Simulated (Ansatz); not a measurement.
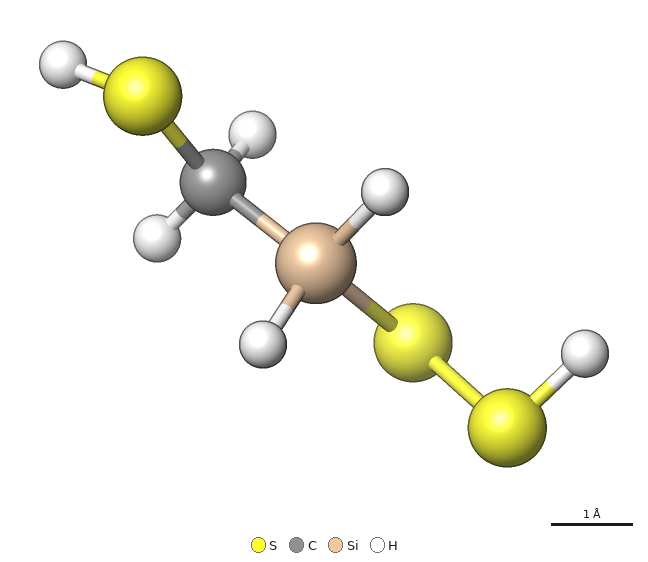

The picture shows a molecular structure as a ball-and-stick model.

The computed structure is the end point of a PBE0-D4/def2-TZVP optimisation. No frequency run is at hand to confirm it as a minimum.

Which formula does it have?

Answer. CH₆S₃Si, 11 atoms: 1 carbon, 6 hydrogen, 3 sulfur and 1 silicon.

Give the symmetry (Schoenflies symbol).

Answer. C1.

The parts below concern this one geometry. Atoms keep their numbers from picture to picture.

## Levels of theory compared

No frequency run is at hand to confirm it as a minimum. Program: Ansatz 0.2.0.

Compare HOMO energy (eV), HOMO–LUMO gap (eV) at these levels: B3LYP-D4/def2-TZVPP; PBE-D4/def2-TZVPP; PBE0-D4/def2-TZVPP; r2SCAN-D4/def2-TZVPP; ωB97M-V/def2-TZVPP; ωB97X-V/def2-TZVPP.

```csv
level,HOMO energy (eV),HOMO–LUMO gap (eV)
B3LYP-D4/def2-TZVPP,−6.79,5.30
PBE-D4/def2-TZVPP,−5.78,3.52
PBE0-D4/def2-TZVPP,−7.04,5.76
r2SCAN-D4/def2-TZVPP,−6.06,3.97
ωB97M-V/def2-TZVPP,−9.26,10.03
ωB97X-V/def2-TZVPP,−9.44,10.36
```

## Charges

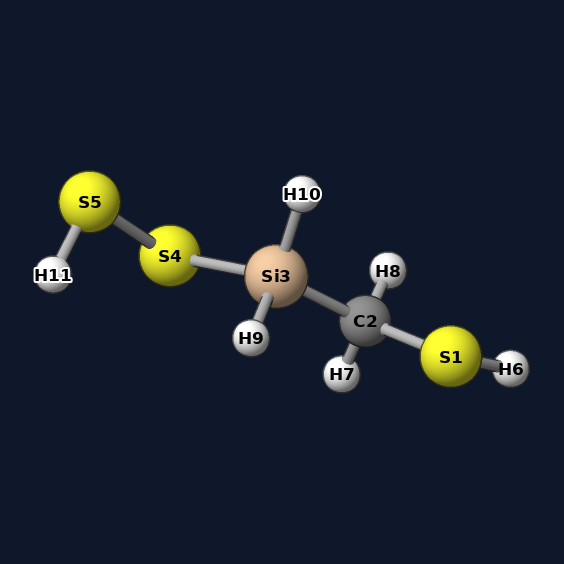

The questions are on Mulliken charges. No frequency run is at hand to confirm it as a minimum. Method: RKS B3LYP-D4/def2-TZVPP (Ansatz 0.2.0).

Give the Mulliken charges atom by atom.

```json
{"atom": "S1", "value (e)": "−0.18"}
{"atom": "C2", "value (e)": "−0.26"}
{"atom": "Si3", "value (e)": "0.37"}
{"atom": "S4", "value (e)": "−0.19"}
{"atom": "S5", "value (e)": "−0.11"}
{"atom": "H6", "value (e)": "0.10"}
{"atom": "H7", "value (e)": "0.13"}
{"atom": "H8", "value (e)": "0.13"}
{"atom": "H9", "value (e)": "−0.06"}
{"atom": "H10", "value (e)": "−0.05"}
{"atom": "H11", "value (e)": "0.12"}
```

## Dipole moment

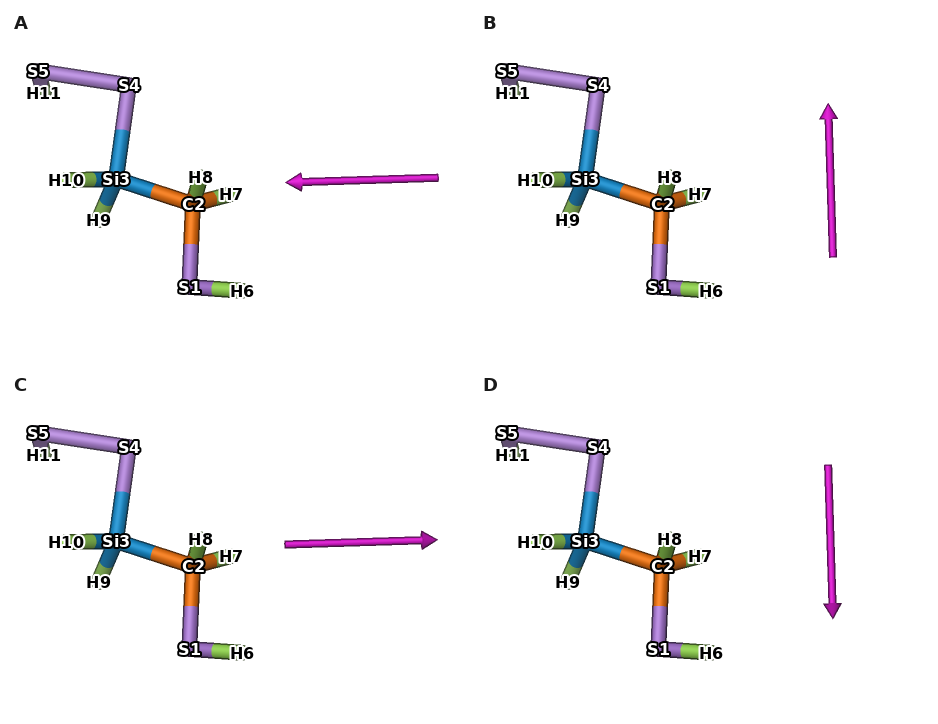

The same molecule four times, each with an arrow. No frequency run is at hand to confirm it as a minimum. Properties computed with RKS PBE0-D4/def2-TZVP (Ansatz 0.2.0).

Which arrow points along the dipole moment, from the negative to the positive end?

Answer. C. The dipole moment is 1.04 D; it points from the side of S5 to the side of H6, H7 (the outermost atoms at the two ends).

Mulliken values depend strongly on the basis set and can even reverse the polarity of a bond.
